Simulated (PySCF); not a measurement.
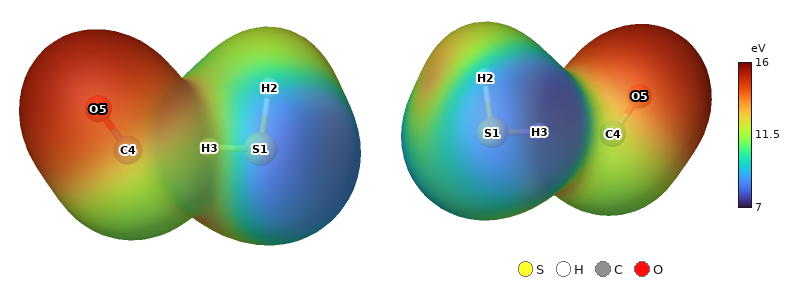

*CH₂OS, SMILES `S.[C-]#[O+]`. Average local ionisation energy on the surface of electron density 0.001 a.u. (back view left, front view right).*

PySCF calculation, B3LYP/def2-SVPD, gas phase; geometry: an unrelaxed start of a pair search.

Where are the most loosely bound electrons on this surface?

Answer. The lowest value is 7.8 eV, off the S1–H2 bond (2.3 to 2.5 Å from its atoms), and at like points elsewhere. Further minima include 11.1 eV, 1.9 Å from C4. For comparison, the highest occupied orbital lies at −7.2 eV.

What volume does the surface enclose, and what is the dipole moment?

Answer. About 84 Å³; the dipole moment is 1.3 D.

Run time: 6.7 s on 1 thread of Intel(R) Xeon(R) Platinum 8259CL CPU @ 2.50GHz (Skylake/Cascade Lake) (shared host), peak memory 0.36 GiB.
